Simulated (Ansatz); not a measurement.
**A computed series for MgO: pressure series**

The parent structure is MgO in the rock salt structure (space group Fm-3m, No. 225; a = 4.214 Å).

Cell and atoms are relaxed at each pressure.

The values are results of PBEsol/PAW in Ansatz (a quantum-chemistry and plane-wave program), spin-orbit coupling left out, not measurements.

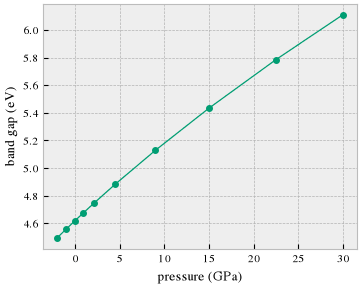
Figure. Band gap against pressure

Problem. From the plot, what is the band gap for pressure 4.5 GPa?

Solution. About 4.9 eV.

Problem. Is the trend monotonic over the range shown?

Solution. Yes, it rises throughout, spanning 4.50 eV to 6.11 eV.

Load acts through the strain it causes; cell and atoms are relaxed under it. No phonon test of stability was made. No other phases were tried under pressure.
